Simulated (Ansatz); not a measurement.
# C$_{3}$H$_{8}$AlN: geometry relaxation (part 1 of 2)

The run: geometry relaxation of C$_{3}$H$_{8}$AlN. Method and program: RKS B3LYP/def2-SVP (Ansatz 0.2.0).

It belongs to a series of runs on one base structure; here: end point A relaxed. Figures and captions count atoms from 1; the log counts them from 0 in places.

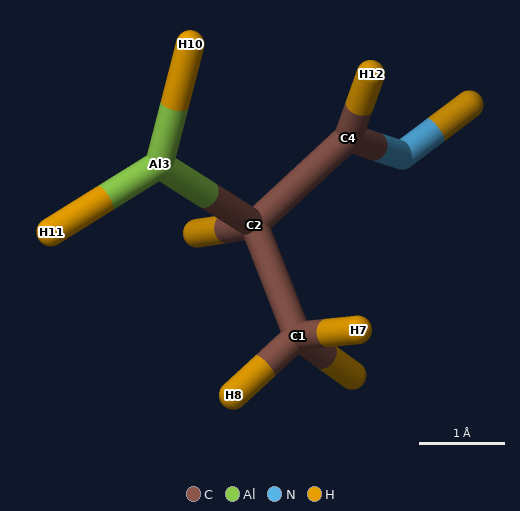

**Figure 1.** The starting structure (stick view, seen at a tilt; atoms are numbered from 1 in the order of the input). Sticks mark near contacts. Bond lengths as drawn: Al–C 2.00 Å, Al–H 1.59 to 1.61 Å, C–C 1.47 to 1.56 Å, C–H 1.03 to 1.18 Å, C–N 1.28 Å and H–N 1.03 Å.

Summary

- outcome: converged
- total energy: −11323.3872 eV
- mean-field energy: −11323.3872 eV
- largest force (length of the vector) at the end: 0.012 eV/Å
- hardware: 2 threads of Intel Xeon (Emerald Rapids), 16 GiB of memory available, shared host
- wall time: 1.9 min (CPU time 3.6 min)
- peak memory: 0.28 GiB

Input
```yaml
crystal:
  periodic: [false, false, false]
  atoms:
    - { symbol: C, position_ang: [-1.4068, -0.1441, -0.2689] }
    - { symbol: C, position_ang: [-0.0881, -0.1962, 0.3876] }
    - { symbol: Al, position_ang: [0.9117, -1.7661, -0.3385] }
    - { symbol: C, position_ang: [0.7621, 1.0936, 0.1963] }
    - { symbol: "N", position_ang: [0.3577, 2.1309, 0.8327] }
    - { symbol: H, position_ang: [-2.0391, 0.754, 0.1567] }
    - { symbol: H, position_ang: [-1.3199, 0.0753, -1.3694] }
    - { symbol: H, position_ang: [-1.9878, -1.0211, -0.1245] }
    - { symbol: H, position_ang: [-0.2163, -0.361, 1.5182] }
    - { symbol: H, position_ang: [2.3478, -1.5392, -1.0327] }
    - { symbol: H, position_ang: [0.3245, -3.2374, -0.1779] }
    - { symbol: H, position_ang: [1.546, 1.1324, -0.4738] }
    - { symbol: H, position_ang: [0.8285, 3.0441, 0.709] }
basis:
  gaussian: { orbitals: def2-SVP }
hamiltonian:
  xc: b3lyp
relax:
  f_tol: 0.015
  max_steps: 40
```

Launched with:
```bash
ansatz run input.yaml --threads 2 --pin off --max-ram 3072MiB --backend cpu --events-out ev --progress --plain --runs-dir out
```

What the program printed
```
The last accepted step is kept in [file] (removed where the run ends without a failure and the disk answers)
Engine: ansatz 0.2.0, x86_64-unknown-linux-gnu
Functional definition: B3LYP
  parameter a0 = 0.2
  parameter ax = 0.72
  parameter ac = 0.81
  exchange = (1 - a0 - ax)*slater_x + ax*b88_x + a0*exact_x
  correlation = (1 - ac)*vwn_rpa_c + ac*lyp_c
1272 factors; integrals over basis functions are off by at most 3.6e-4 eV
mean field evaluation 1: about -11312.1148 eV, gradient 6.2e1 eV
mean field evaluation 2: about -11276.1845 eV, gradient 1.2e2 eV
mean field evaluation 4: about -11321.3694 eV, gradient 1.2e1 eV
mean field evaluation 8: about -11321.7567 eV, gradient 2.9e-1 eV
mean field evaluation 16: about -11321.7569 eV, gradient 5.1e-5 eV
mean field -11321.75690812 eV, -416.0668922108 hartree, gradient 5.1e-5 eV, S^2 0.000000; 0 other end points of the search recorded, 0 dependent functions left out
the calculation of the forces begins
reference -11321.75719271 eV, -416.0669026693 hartree; 23, 23 occupied and 91, 91 virtual orbitals, 1272 factors
relax step   1: F+E_penalty+E_count = -11321.75690812 eV  Δ(F+E_penalty+E_count) = +0.000e0 eV  max|allowed force component| = 3.601e0 eV/Å  Δτ_max = 0.0000 Å  (26 SCF iters, accepted)
these checks for a lower state are left out or cut short: starts, cluster_reference, orbital_swaps, neighbouring_geometries, increment
1272 factors; integrals over basis functions are off by at most 3.4e-4 eV
mean field -11322.14527821 eV, -416.0811645486 hartree, gradient 1.3e-5 eV, S^2 0.000000; 0 other end points of the search recorded, 0 dependent functions left out
[... from here on the field's lines of each further geometry are left out, up to the last ...]
relax step   2: F+E_penalty+E_count = -11322.14527821 eV  Δ(F+E_penalty+E_count) = -3.884e-1 eV  max|allowed force component| = 1.425e0 eV/Å  Δτ_max = 0.1387 Å  (29 SCF iters, accepted)
relax step   3: F+E_penalty+E_count = -11322.23034823 eV  Δ(F+E_penalty+E_count) = -8.507e-2 eV  max|allowed force component| = 1.104e0 eV/Å  Δτ_max = 0.1308 Å  (29 SCF iters, accepted)
relax step   4: F+E_penalty+E_count = -11322.28340699 eV  Δ(F+E_penalty+E_count) = -5.306e-2 eV  max|allowed force component| = 6.316e-1 eV/Å  Δτ_max = 0.1999 Å  (29 SCF iters, accepted)
relax step   5: F+E_penalty+E_count = -11322.35346821 eV  Δ(F+E_penalty+E_count) = -7.006e-2 eV  max|allowed force component| = 8.698e-1 eV/Å  Δτ_max = 0.2000 Å  (28 SCF iters, accepted)
relax step   6: F+E_penalty+E_count = -11322.37932564 eV  Δ(F+E_penalty+E_count) = -2.586e-2 eV  max|allowed force component| = 1.298e0 eV/Å  Δτ_max = 0.1953 Å  (28 SCF iters, accepted)
relax step   7: F+E_penalty+E_count = -11322.41116253 eV  Δ(F+E_penalty+E_count) = -3.184e-2 eV  max|allowed force component| = 1.208e0 eV/Å  Δτ_max = 0.1013 Å  (29 SCF iters, accepted)
relax step   8: F+E_penalty+E_count = -11322.45297585 eV  Δ(F+E_penalty+E_count) = -4.181e-2 eV  max|allowed force component| = 2.647e-1 eV/Å  Δτ_max = 0.2000 Å  (29 SCF iters, accepted)
relax step   9: F+E_penalty+E_count = -11322.46256437 eV  Δ(F+E_penalty+E_count) = -9.589e-3 eV  max|allowed force component| = 3.280e-1 eV/Å  Δτ_max = 0.1811 Å  (29 SCF iters, accepted)
relax step  10: F+E_penalty+E_count = -11322.48586821 eV  Δ(F+E_penalty+E_count) = -2.330e-2 eV  max|allowed force component| = 6.116e-1 eV/Å  Δτ_max = 0.1191 Å  (28 SCF iters, accepted)
relax step  11: F+E_penalty+E_count = -11322.50122903 eV  Δ(F+E_penalty+E_count) = -1.536e-2 eV  max|allowed force component| = 3.148e-1 eV/Å  Δτ_max = 0.0356 Å  (29 SCF iters, accepted)
relax step  12: F+E_penalty+E_count = -11322.50950007 eV  Δ(F+E_penalty+E_count) = -8.271e-3 eV  max|allowed force component| = 2.387e-1 eV/Å  Δτ_max = 0.0830 Å  (28 SCF iters, accepted)
relax step  13: F+E_penalty+E_count = -11322.51123417 eV  Δ(F+E_penalty+E_count) = -1.734e-3 eV  max|allowed force component| = 2.000e-1 eV/Å  Δτ_max = 0.0167 Å  (29 SCF iters, accepted)
relax step  14: F+E_penalty+E_count = -11322.51641328 eV  Δ(F+E_penalty+E_count) = -5.179e-3 eV  max|allowed force component| = 9.380e-1 eV/Å  Δτ_max = 0.1926 Å  (28 SCF iters, accepted)
relax step  15: F+E_penalty+E_count = -11322.54429666 eV  Δ(F+E_penalty+E_count) = -2.788e-2 eV  max|allowed force component| = 1.417e-1 eV/Å  Δτ_max = 0.1982 Å  (29 SCF iters, accepted)
relax step  16: F+E_penalty+E_count = -11322.55650839 eV  Δ(F+E_penalty+E_count) = -1.221e-2 eV  max|allowed force component| = 3.800e-1 eV/Å  Δτ_max = 0.1954 Å  (29 SCF iters, accepted)
relax step  17: F+E_penalty+E_count = -11322.60117475 eV  Δ(F+E_penalty+E_count) = -4.467e-2 eV  max|allowed force component| = 7.061e-1 eV/Å  Δτ_max = 0.1973 Å  (29 SCF iters, accepted)
relax step  18: F+E_penalty+E_count = -11322.67799690 eV  Δ(F+E_penalty+E_count) = -7.682e-2 eV  max|allowed force component| = 7.301e-1 eV/Å  Δτ_max = 0.1960 Å  (29 SCF iters, accepted)
relax step  19: F+E_penalty+E_count = -11322.83445438 eV  Δ(F+E_penalty+E_count) = -1.565e-1 eV  max|allowed force component| = 9.674e-1 eV/Å  Δτ_max = 0.1955 Å  (29 SCF iters, accepted)
relax step  20: F+E_penalty+E_count = -11323.08985283 eV  Δ(F+E_penalty+E_count) = -2.554e-1 eV  max|allowed force component| = 1.040e0 eV/Å  Δτ_max = 0.1955 Å  (30 SCF iters, accepted)
relax step  21: F+E_penalty+E_count = -11323.26660189 eV  Δ(F+E_penalty+E_count) = -1.767e-1 eV  max|allowed force component| = 5.567e-1 eV/Å  Δτ_max = 0.1990 Å  (29 SCF iters, accepted)
relax step  22: F+E_penalty+E_count = -11323.28366444 eV  Δ(F+E_penalty+E_count) = -1.706e-2 eV  max|allowed force component| = 2.087e0 eV/Å  Δτ_max = 0.1951 Å  (30 SCF iters, accepted)
relax step  23: F+E_penalty+E_count = -11323.23227613 eV  Δ(F+E_penalty+E_count) = +5.139e-2 eV  max|allowed force component| = 8.929e-1 eV/Å  Δτ_max = 0.2000 Å  (29 SCF iters, rejected (line search))
relax step  24: F+E_penalty+E_count = -11323.38307824 eV  Δ(F+E_penalty+E_count) = -9.941e-2 eV  max|allowed force component| = 1.806e-1 eV/Å  Δτ_max = 0.0674 Å  (30 SCF iters, accepted)
relax step  25: F+E_penalty+E_count = -11323.38490002 eV  Δ(F+E_penalty+E_count) = -1.822e-3 eV  max|allowed force component| = 1.844e-1 eV/Å  Δτ_max = 0.0382 Å  (29 SCF iters, accepted)
relax step  26: F+E_penalty+E_count = -11323.38642664 eV  Δ(F+E_penalty+E_count) = -1.527e-3 eV  max|allowed force component| = 4.960e-2 eV/Å  Δτ_max = 0.0138 Å  (29 SCF iters, accepted)
relax step  27: F+E_penalty+E_count = -11323.38657921 eV  Δ(F+E_penalty+E_count) = -1.526e-4 eV  max|allowed force component| = 2.200e-2 eV/Å  Δτ_max = 0.0067 Å  (24 SCF iters, accepted)
relax step  28: F+E_penalty+E_count = -11323.38662568 eV  Δ(F+E_penalty+E_count) = -4.647e-5 eV  max|allowed force component| = 2.074e-2 eV/Å  Δτ_max = 0.0019 Å  (21 SCF iters, accepted)
relax step  29: F+E_penalty+E_count = -11323.38675787 eV  Δ(F+E_penalty+E_count) = -1.322e-4 eV  max|allowed force component| = 1.497e-2 eV/Å  Δτ_max = 0.0115 Å  (25 SCF iters, accepted)
relax step  30: F+E_penalty+E_count = -11323.38685675 eV  Δ(F+E_penalty+E_count) = -9.887e-5 eV  max|allowed force component| = 1.953e-2 eV/Å  Δτ_max = 0.0149 Å  (25 SCF iters, accepted)
relax step  31: F+E_penalty+E_count = -11323.15651760 eV  Δ(F+E_penalty+E_count) = +2.303e-1 eV  max|allowed force component| = 3.482e0 eV/Å  Δτ_max = 0.0918 Å  (29 SCF iters, rejected (line search))
the calculation of the forces begins
reference -11323.38724851 eV, -416.1268061151 hartree; 23, 23 occupied and 91, 91 virtual orbitals, 1272 factors
relax step  32: F+E_penalty+E_count = -11323.38697300 eV  Δ(F+E_penalty+E_count) = -1.163e-4 eV  max|allowed force component| = 8.810e-3 eV/Å  Δτ_max = 0.0201 Å  (30 SCF iters, accepted)
```

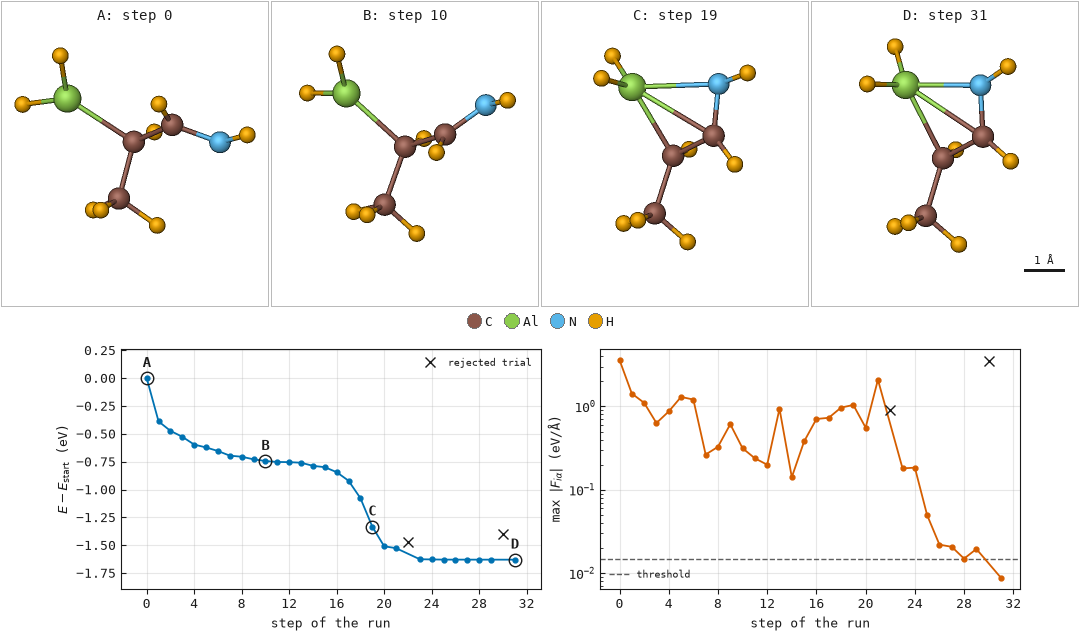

**Figure 2.** Frames of the relaxation (ball-and-stick view, seen at a tilt) above the curves, on which the letters mark them (the first geometry is step 0 here and step 1 in the log).

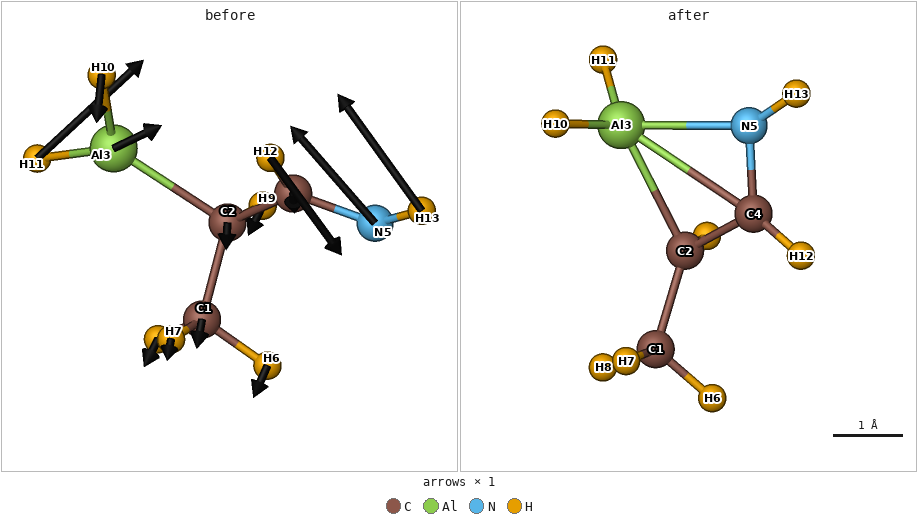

**Figure 3.** Before (left) and after (right) the relaxation, at one scale (ball-and-stick view, seen at a tilt). The black arrows give the displacements, at true length. The atom that moves furthest after the best rigid fit is H11 (2.14 Å). Largest moves by element: H 2.14 Å, N 1.90 Å, Al 0.82 Å, C 0.46 Å. Among the contacts that change: Al3–N5 4.107 → 2.003 Å, Al3–C4 2.913 → 2.404 Å, C2–Al3 1.998 → 2.098 Å, C2–C4 1.557 → 1.459 Å. New bonds form: Al3–N5 (4.11 → 2.00 Å). Among the angles that change: Al3–C2–C4 109.5° → 82.9°, C1–C2–Al3 108.3° → 133.6°, Al3–C2–H9 107.5° → 96.6°. The energy falls by 1.630 eV in 31 geometry steps. The largest force component goes from 3.6 to 0.0088 eV/Å. The line search rejected the trial steps at points 22, 30 (counted from 0) and went back. (Atoms are counted from 1 in the order of the input.)

```
1272 factors; integrals over basis functions are off by at most 5.0e-4 eV
mean field -11323.38697300 eV, -416.1267959905 hartree, gradient 8.2e-6 eV, S^2 0.000000; 1 other end points of the search recorded, 0 dependent functions left out
the calculation of the forces begins
reference -11323.38724851 eV, -416.1268061151 hartree; 23, 23 occupied and 91, 91 virtual orbitals, 1272 factors
Total energy: -11323.38724851 eV, -416.1268061151 hartree
Atom 0 at    -1.703557    -0.099481    -0.706845 Å, force    -0.000585    -0.001546    -0.000660 eV/Å
Atom 1 at    -0.507080    -0.131388     0.232074 Å, force    -0.008810     0.004159     0.006113 eV/Å
Atom 2 at     1.342985    -1.119777     0.183556 Å, force     0.002765    -0.001470    -0.000129 eV/Å
Atom 3 at     0.334324     1.057420     0.325263 Å, force     0.002927     0.001549    -0.004553 eV/Å
Atom 4 at     1.558986     0.805956     0.692083 Å, force    -0.001240    -0.003736     0.000599 eV/Å
Atom 5 at    -2.443778     0.677658    -0.437305 Å, force     0.000074     0.000129    -0.001683 eV/Å
Atom 6 at    -1.398967     0.081692    -1.750539 Å, force     0.000327    -0.001270    -0.000181 eV/Å
Atom 7 at    -2.232342    -1.065014    -0.694167 Å, force     0.001468     0.001035     0.000130 eV/Å
Atom 8 at    -0.786260    -0.435439     1.258473 Å, force     0.001100    -0.000653    -0.002902 eV/Å
Atom 9 at     1.967574    -1.287628    -1.271755 Å, force    -0.001848    -0.001435     0.001037 eV/Å
Atom 10 at     1.669438    -2.174595     1.331200 Å, force     0.001384    -0.000049    -0.002039 eV/Å
Atom 11 at     0.016370     2.074101     0.019489 Å, force     0.002808    -0.002567     0.004111 eV/Å
Atom 12 at     2.202609     1.581697     0.833273 Å, force    -0.000371     0.005854     0.000157 eV/Å
Dipole moment:    -0.200834     0.747012     0.101128 e Å
```

Trajectory as extended XYZ (Å, eV, eV/Å), 17 of the 32 frames kept, from step=1 to step=32
```
13
Properties=species:S:1:pos:R:3:forces:R:3 step=1 energy=-11321.75691
C    -1.4068   -0.1441   -0.2689   -1.7752   3.3728  -0.7402
C    -0.0881   -0.1962    0.3876    2.7881  -0.4587   1.3413
Al    0.9117   -1.7661   -0.3385    0.2905  -0.0656   0.2509
C     0.7621    1.0936    0.1963   -3.6006   0.9232   2.5788
N     0.3577    2.1309    0.8327   -0.1968  -0.2749   0.2248
H    -2.0391    0.7540    0.1567    0.9059  -1.3829  -0.6859
H    -1.3199    0.0753   -1.3694   -0.1661  -0.2697   0.5297
H    -1.9878   -1.0211   -0.1245   -0.7837  -1.2464   0.0995
H    -0.2163   -0.3610    1.5182    0.1008   0.3116  -1.1864
H     2.3478   -1.5392   -1.0327   -0.2358  -0.0655   0.0248
H     0.3245   -3.2374   -0.1779   -0.0104   0.0349  -0.0772
H     1.5460    1.1324   -0.4738    2.3031  -0.1691  -1.9527
H     0.8285    3.0441    0.7090    0.3800  -0.7099  -0.4075
13
Properties=species:S:1:pos:R:3:forces:R:3 step=3 energy=-11322.23035
C    -1.4400   -0.1013   -0.2933   -0.2005  -0.2730  -0.3278
C    -0.0396   -0.2061    0.3499    0.5441   0.2720   0.2910
Al    0.9827   -1.7994   -0.2791   -0.1124   0.1246  -0.1020
C     0.6994    1.1295    0.2478    0.1635   0.2839  -1.1035
N     0.3716    2.1213    0.9750    0.3421   0.5406  -0.0059
H    -2.0050    0.7429    0.1172   -0.0371   0.1916   0.1942
H    -1.3940    0.0655   -1.3845    0.0600  -0.0318  -0.0066
H    -2.0506   -1.0128   -0.1343    0.1868   0.1025   0.0097
H    -0.1920   -0.3351    1.4354   -0.1687  -0.1258   0.1406
H     2.3816   -1.6237   -1.0147    0.0323  -0.0094   0.0429
H     0.3501   -3.2512   -0.1419    0.0032   0.0250   0.0582
H     1.4677    1.2321   -0.5920   -0.5373  -0.1297   0.6611
H     0.8885    3.0035    0.7294   -0.2758  -0.9706   0.1480
```
